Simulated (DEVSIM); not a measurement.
System: Ru/Si3N4/p-GaSb capacitor, at 300 K.

```csv
layer (left to right),material,thickness (nm),Na (cm⁻³)
1,Si3N4,2.60,-
2,GaSb,550,1.2e18
```

Metal gate on the left, work function 4.7 eV. Fixed charge at the semiconductor interface 4.76e12 cm⁻² (in units of +e); interface traps 2.9e11 cm⁻² eV⁻¹, uniform in energy, neutral level at 0.7 of the gap above the valence band.

Constants are typed, rounded textbook-type inputs, not results; the design itself was drawn at random and stands for no fabricated device. Values at 300 K.

```
parameter      Si3N4    GaSb
-------------  -----  ------
gap (eV)         5.1   0.726
affinity (eV)    2.1    4.06
permittivity     7.5    15.7
Nc (cm⁻³)          -  2.1e17
Nv (cm⁻³)          -  1.8e19
```

Simulated with DEVSIM: 1D Poisson equation in equilibrium, Boltzmann statistics, complete ionisation; no quantum confinement or tunnelling. Metal contacts follow the ideal Schottky-Mott rule: no Fermi-level pinning, no interface dipoles.

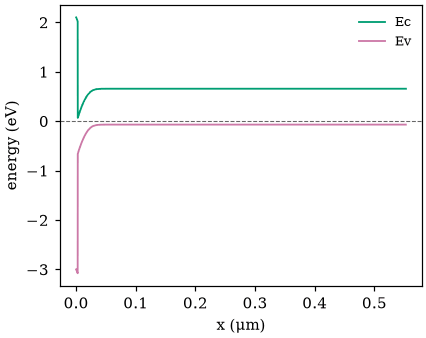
Figure. Band edges at 0.5 V on the gate

Energies count from the Fermi level of the right contact; mesh points crowd at the junctions.

```csv
x (μm),Ec (eV),Ev (eV),n (cm⁻³),p (cm⁻³),field (V/cm)
0.000,2.100,-3.000,< 1e2,< 1e2,-310000
0.0006946,2.079,-3.021,< 1e2,< 1e2,-310000
0.001387,2.058,-3.042,< 1e2,< 1e2,-310000
0.002104,2.036,-3.064,< 1e2,< 1e2,-310000
0.003014,0.077,-0.649,1.1e16,2.2e8,390000
0.004237,0.124,-0.602,1.8e15,1.4e9,370000
0.006409,0.202,-0.524,8.6e13,2.8e10,340000
0.01189,0.370,-0.356,1.3e11,1.8e13,270000
0.01999,0.542,-0.184,1.7e8,1.4e16,160000
0.03437,0.648,-0.078,2700000,8.8e17,18000
0.05990,0.656,-0.070,2000000,1.2e18,56
0.1243,0.656,-0.070,2000000,1.2e18,≈ 0
0.2195,0.656,-0.070,2000000,1.2e18,≈ 0
0.3567,0.656,-0.070,2000000,1.2e18,≈ 0
0.4631,0.656,-0.070,2000000,1.2e18,≈ 0
0.5027,0.656,-0.070,2000000,1.2e18,≈ 0
0.5240,0.656,-0.070,2000000,1.2e18,≈ 0
0.5370,0.656,-0.070,2000000,1.2e18,≈ 0
0.5461,0.656,-0.070,2000000,1.2e18,≈ 0
0.5494,0.656,-0.070,2000000,1.2e18,≈ 0
0.5513,0.656,-0.070,2000000,1.2e18,≈ 0
0.5526,0.656,-0.070,2000000,1.2e18,≈ 0
```
